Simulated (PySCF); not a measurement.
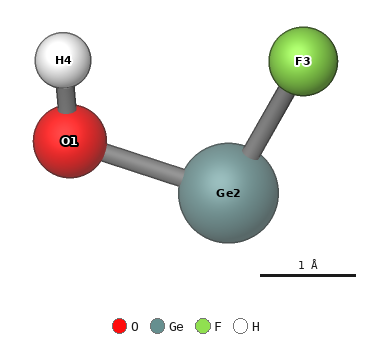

**Figure 1.** The structure as given in the input (ball-and-stick view, seen at a tilt; atoms are numbered from 1 in the order of the input). Sticks mark near contacts.

**Geometry relaxation of GeHOF (part 1 of 2)**

GeHOF, computed with B3LYP/cc-pVDZ, RKS (PySCF 2.14.0).

The geometry comes from this level: PBE0-D4/def2-TZVP. Figures and captions count atoms from 1; the log counts them from 0 in places.

Input (calc.py)
```python
# [OH][Ge][F]
from pyscf import gto, dft
from pyscf.geomopt.geometric_solver import kernel as optimise

system = gto.M(
    atom='''
O     -1.549009     1.018940    -0.720175
Ge    -0.736804    -1.309580     1.541639
F      2.526375    -1.433924     0.846219
H     -0.135682     1.610803    -1.705856
''',
    max_memory=1860,
    spin=0,
    basis='cc-pvdz',
    verbose=3,
    unit='bohr',
)

myscf = dft.RKS(system, xc='b3lyp')
myscf = myscf.density_fit(auxbasis='def2-svp-ri')
myscf.conv_tol = 1e-10
myscf.grids.level = 4
converged, mol_eq = optimise(myscf, maxsteps=60, convergence_set='GAU_TIGHT')
print('converged:', converged)
print(mol_eq.tostring())

myscf.reset(mol_eq)
system = mol_eq
myscf.kernel()
if not myscf.converged:
    myscf = myscf.newton().run(myscf.mo_coeff, myscf.mo_occ)
e_tot = myscf.e_tot
print('E = %.10f Eh' % e_tot)
```

Launched with:
```bash
OMP_NUM_THREADS=1 python calc.py
```

Log
```
#|     Arguments passed to driver run_optimizer():      |#
convergence_set           GAU_TIGHT
customengine              <pyscf.geomopt.geometric_solver.PySCFEngine object>
maxiter                   60
----------------------------------------------------------
Custom engine selected.
Bonds will be generated from interatomic distances less than 1.20 times sum of covalent radii
12 internal coordinates being used (instead of 12 Cartesians)
Internal coordinate system (atoms numbered from 1):
Distance 1-2
Distance 1-4
Distance 2-3
Angle 2-1-4
Angle 1-2-3
Dihedral 4-1-2-3
Translation-X 1-4
Translation-Y 1-4
Translation-Z 1-4
Rotation-A 1-4
Rotation-B 1-4
Rotation-C 1-4
<class 'geometric.internal.Distance'> : 3
<class 'geometric.internal.Angle'> : 2
<class 'geometric.internal.Dihedral'> : 1
<class 'geometric.internal.TranslationX'> : 1
<class 'geometric.internal.TranslationY'> : 1
<class 'geometric.internal.TranslationZ'> : 1
<class 'geometric.internal.RotationA'> : 1
<class 'geometric.internal.RotationB'> : 1
<class 'geometric.internal.RotationC'> : 1
> ===== Optimization Info: ====
> Job type: Energy minimization
> Maximum number of optimization cycles: 60
> Initial / maximum trust radius (Angstrom): 0.100 / 0.300
> Convergence Criteria:
> Will converge when all 5 criteria are reached:
>  |Delta-E| < 1.00e-06
>  RMS-Grad  < 1.00e-05
>  Max-Grad  < 1.50e-05
>  RMS-Disp  < 4.00e-05
>  Max-Disp  < 6.00e-05
> === End Optimization Info ===

Geometry optimization cycle 1
Cartesian coordinates (Angstrom)
 Atom        New coordinates             dX        dY        dZ
   O  -0.819700   0.539200  -0.381100    0.000000  0.000000  0.000000
  Ge  -0.389900  -0.693000   0.815800    0.000000  0.000000 -0.000000
   F   1.336900  -0.758800   0.447800    0.000000  0.000000  0.000000
   H  -0.071800   0.852400  -0.902700    0.000000  0.000000  0.000000
converged SCF energy = -2260.68639864511
--------------- DFRKS_Scanner gradients ---------------
         x                y                z
0 O     0.0116162221    -0.0086416871     0.0062303654
1 Ge     0.0107020846     0.0111298215    -0.0145113089
2 F    -0.0150200435     0.0007586329     0.0029957726
3 H    -0.0072935113    -0.0032292060     0.0052702857
----------------------------------------------
cycle 1: E = -2260.68639865  dE = -2260.69  norm(grad) = 0.0319995
Step    0 : Gradient = 1.600e-02/2.119e-02 (rms/max) Energy = -2260.6863986451
Hessian Eigenvalues: 2.30000e-02 5.00000e-02 5.00000e-02 ... 2.85618e-01 2.89166e-01 5.45978e-01

Geometry optimization cycle 2
Cartesian coordinates (Angstrom)
 Atom        New coordinates             dX        dY        dZ
   O  -0.832493   0.549913  -0.389635   -0.012793  0.010713 -0.008534
  Ge  -0.394060  -0.704022   0.828651   -0.004160 -0.011022  0.012851
   F   1.360865  -0.774787   0.458876    0.023964 -0.015987  0.011076
   H  -0.079013   0.867953  -0.917462   -0.007213  0.015553 -0.014762
converged SCF energy = -2260.6874068121
--------------- DFRKS_Scanner gradients ---------------
         x                y                z
0 O     0.0014260024    -0.0007221658     0.0004131521
1 Ge    -0.0000547551     0.0002945100    -0.0002959621
2 F    -0.0005001292    -0.0000221706     0.0001397716
3 H    -0.0008677474     0.0004670886    -0.0002700945
----------------------------------------------
cycle 2: E = -2260.68740681  dE = -0.00100817  norm(grad) = 0.00205361
Step    1 : Displace = 2.302e-02/3.079e-02 (rms/max) Trust = 1.000e-01 (=) Grad = 1.027e-03/1.651e-03 (rms/max) E (change) = -2260.6874068121 (-1.008e-03) Quality = 1.004
Hessian Eigenvalues: 2.30000e-02 4.99982e-02 5.00000e-02 ... 2.82667e-01 2.87660e-01 5.43822e-01

Geometry optimization cycle 3
Cartesian coordinates (Angstrom)
 Atom        New coordinates             dX        dY        dZ
   O  -0.835463   0.550882  -0.390184   -0.002971  0.000969 -0.000550
  Ge  -0.394749  -0.703606   0.828384   -0.000689  0.000416 -0.000267
   F   1.361030  -0.772004   0.456144    0.000166  0.002783 -0.002731
   H  -0.075667   0.863027  -0.913336    0.003345 -0.004927  0.004126
converged SCF energy = -2260.68742424634
--------------- DFRKS_Scanner gradients ---------------
         x                y                z
0 O     0.0006351139    -0.0004169638     0.0002908478
1 Ge    -0.0002714452     0.0002265337    -0.0001693881
2 F     0.0000698993    -0.0001152952     0.0000946182
3 H    -0.0004310433     0.0003247124    -0.0002303047
----------------------------------------------
cycle 3: E = -2260.68742425  dE = -1.74342e-05  norm(grad) = 0.00108946
Step    2 : Displace = 4.407e-03/7.204e-03 (rms/max) Trust = 1.414e-01 (+) Grad = 5.447e-04/8.135e-04 (rms/max) E (change) = -2260.6874242463 (-1.743e-05) Quality = 1.566
Hessian Eigenvalues: 2.30000e-02 4.88444e-02 5.00000e-02 ... 2.85536e-01 3.19327e-01 5.45660e-01

Geometry optimization cycle 4
Cartesian coordinates (Angstrom)
 Atom        New coordinates             dX        dY        dZ
   O  -0.839048   0.551342  -0.390506   -0.003584  0.000461 -0.000322
  Ge  -0.396255  -0.703747   0.828918   -0.001506 -0.000141  0.000534
   F   1.358769  -0.764433   0.449313   -0.002262  0.007571 -0.006831
   H  -0.068609   0.853046  -0.905149    0.007059 -0.009981  0.008187
converged SCF energy = -2260.68743630035
--------------- DFRKS_Scanner gradients ---------------
         x                y                z
0 O    -0.0001559212     0.0000195416     0.0000278334
1 Ge    -0.0001282569     0.0000201652     0.0000134025
2 F     0.0002028629    -0.0000626057     0.0000061241
3 H     0.0000831882     0.0000459480    -0.0000645399
----------------------------------------------
cycle 4: E = -2260.6874363  dE = -1.2054e-05  norm(grad) = 0.000317508
Step    3 : Displace = 9.168e-03/1.457e-02 (rms/max) Trust = 2.000e-01 (+) Grad = 1.588e-04/2.124e-04 (rms/max) E (change) = -2260.6874363004 (-1.205e-05) Quality = 1.051
Hessian Eigenvalues: 2.30000e-02 4.70582e-02 5.00000e-02 ... 2.85706e-01 3.17675e-01 5.47004e-01

Geometry optimization cycle 5
Cartesian coordinates (Angstrom)
 Atom        New coordinates             dX        dY        dZ
   O  -0.839071   0.550746  -0.390187   -0.000023 -0.000596  0.000319
  Ge  -0.396284  -0.704163   0.829351   -0.000029 -0.000416  0.000432
   F   1.358219  -0.763304   0.448493   -0.000549  0.001129 -0.000821
   H  -0.068103   0.851838  -0.904264    0.000506 -0.001209  0.000885
converged SCF energy = -2260.68743655605
--------------- DFRKS_Scanner gradients ---------------
         x                y                z
0 O    -0.0000454627     0.0000227974    -0.0000036681
1 Ge    -0.0000246865     0.0000025621     0.0000058948
2 F     0.0000383689    -0.0000142081    -0.0000034792
3 H     0.0000336032     0.0000125037    -0.0000165145
----------------------------------------------
cycle 5: E = -2260.68743656  dE = -2.55702e-07  norm(grad) = 8.05926e-05
Step    4 : Displace = 1.076e-03/1.584e-03 (rms/max) Trust = 2.828e-01 (+) Grad = 4.030e-05/5.099e-05 (rms/max) E (change) = -2260.6874365561 (-2.557e-07) Quality = 1.059
Hessian Eigenvalues: 2.30000e-02 3.84473e-02 4.99881e-02 ... 2.79216e-01 2.95382e-01 5.39313e-01

Geometry optimization cycle 6
Cartesian coordinates (Angstrom)
 Atom        New coordinates             dX        dY        dZ
   O  -0.839197   0.550066  -0.389821   -0.000126 -0.000680  0.000366
  Ge  -0.396070  -0.704611   0.829748    0.000213 -0.000448  0.000397
   F   1.358247  -0.762977   0.448422    0.000028  0.000326 -0.000071
   H  -0.068326   0.851252  -0.903915   -0.000224 -0.000586  0.000350
converged SCF energy = -2260.68743656248
--------------- DFRKS_Scanner gradients ---------------
         x                y                z
0 O     0.0000118653     0.0000137967    -0.0000086773
1 Ge     0.0000053279     0.0000055940    -0.0000049008
2 F    -0.0000186908     0.0000015747    -0.0000058416
3 H     0.0000031417     0.0000029937     0.0000012649
----------------------------------------------
cycle 6: E = -2260.68743656  dE = -6.42513e-09  norm(grad) = 2.99418e-05
Step    5 : Displace = 2.514e-04/3.959e-04 (rms/max) Trust = 3.000e-01 (+) Grad = 1.497e-05/2.016e-05 (rms/max) E (change) = -2260.6874365625 (-6.425e-09) Quality = 0.174
Hessian Eigenvalues: 1.27751e-02 2.30001e-02 4.99567e-02 ... 2.87052e-01 4.15744e-01 5.83435e-01

Geometry optimization cycle 7
Cartesian coordinates (Angstrom)
 Atom        New coordinates             dX        dY        dZ
   O  -0.839503   0.549025  -0.389262   -0.000306 -0.001041  0.000559
  Ge  -0.395660  -0.705307   0.830344    0.000411 -0.000695  0.000596
   F   1.358525  -0.762744   0.448560    0.000278  0.000233  0.000139
   H  -0.068873   0.850495  -0.903502   -0.000546 -0.000757  0.000412
converged SCF energy = -2260.68743654919
--------------- DFRKS_Scanner gradients ---------------
         x                y                z
0 O     0.0000460009     0.0000073323    -0.0000104785
1 Ge     0.0000224749     0.0000080074    -0.0000118070
2 F    -0.0000521095     0.0000105241    -0.0000070177
3 H    -0.0000150723    -0.0000015256     0.0000106142
----------------------------------------------
cycle 7: E = -2260.68743655  dE = 1.32904e-08  norm(grad) = 7.87772e-05
Step    6 : Displace = 1.244e-04/1.993e-04 (rms/max) Trust = 1.257e-04 (-) Grad = 3.939e-05/5.362e-05 (rms/max) E (change) = -2260.6874365492 (+1.329e-08) Quality = -0.290
Poor-quality step dominated by net translation/rotation detected; will project out net forces and torques past this point.
Hessian Eigenvalues: 2.24488e-03 2.30001e-02 4.99431e-02 ... 2.87613e-01 4.80246e-01 7.64870e-01

Geometry optimization cycle 8
Cartesian coordinates (Angstrom)
 Atom        New coordinates             dX        dY        dZ
   O  -0.840132   0.547141  -0.388249   -0.000628 -0.001884  0.001013
  Ge  -0.394858  -0.706571   0.831415    0.000801 -0.001264  0.001072
   F   1.359192  -0.762507   0.448985    0.000667  0.000238  0.000424
   H  -0.069992   0.849214  -0.902832   -0.001119 -0.001282  0.000671
converged SCF energy = -2260.68743653351
--------------- DFRKS_Scanner gradients ---------------
         x                y                z
0 O     0.0000736777     0.0000003490    -0.0000100839
1 Ge     0.0000321233     0.0000128378    -0.0000194070
2 F    -0.0000739521     0.0000160040    -0.0000075984
3 H    -0.0000312559    -0.0000042435     0.0000174835
----------------------------------------------
cycle 8: E = -2260.68743653  dE = 1.56742e-08  norm(grad) = 0.000119109
Step    7 : Displace = 5.760e-05/8.524e-05 (rms/max) Trust = 6.221e-05 (-) Grad = 5.823e-05/7.515e-05 (rms/max) E (change) = -2260.6874365335 (+1.567e-08) Quality = -0.143
Hessian Eigenvalues: 1.15076e-02 2.34044e-02 4.99373e-02 ... 2.87686e-01 4.41961e-01 6.28120e-01

Geometry optimization cycle 9
Cartesian coordinates (Angstrom)
 Atom        New coordinates             dX        dY        dZ
   O  -0.840148   0.547149  -0.388251   -0.000017  0.000008 -0.000003
  Ge  -0.394852  -0.706568   0.831409    0.000007  0.000002 -0.000006
   F   1.359219  -0.762535   0.449007    0.000028 -0.000028  0.000023
   H  -0.070010   0.849231  -0.902846   -0.000018  0.000018 -0.000014
converged SCF energy = -2260.68743653949
--------------- DFRKS_Scanner gradients ---------------
         x                y                z
0 O     0.0000644394     0.0000007919    -0.0000081328
1 Ge     0.0000280193     0.0000125325    -0.0000181023
2 F    -0.0000663902     0.0000140539    -0.0000074169
3 H    -0.0000254822    -0.0000024396     0.0000140546
----------------------------------------------
cycle 9: E = -2260.68743654  dE = -5.97765e-09  norm(grad) = 0.000104891
Step    8 : Displace = 2.872e-05/4.580e-05 (rms/max) Trust = 2.880e-05 (-) Grad = 5.105e-05/6.734e-05 (rms/max) E (change) = -2260.6874365395 (-5.978e-09) Quality = 1.046
Hessian Eigenvalues: 1.14995e-02 2.34066e-02 4.99368e-02 ... 2.68703e-01 2.89479e-01 5.33428e-01

Geometry optimization cycle 10
Cartesian coordinates (Angstrom)
 Atom        New coordinates             dX        dY        dZ
   O  -0.840173   0.547161  -0.388255   -0.000025  0.000012 -0.000004
  Ge  -0.394841  -0.706565   0.831400    0.000010  0.000003 -0.000009
   F   1.359261  -0.762576   0.449041    0.000041 -0.000042  0.000034
   H  -0.070037   0.849257  -0.902866   -0.000027  0.000026 -0.000021
converged SCF energy = -2260.68743654705
--------------- DFRKS_Scanner gradients ---------------
         x                y                z
0 O     0.0000511028     0.0000016241    -0.0000055331
1 Ge     0.0000205735     0.0000119191    -0.0000156430
2 F    -0.0000539782     0.0000112214    -0.0000074982
3 H    -0.0000171218     0.0000001612     0.0000090894
```
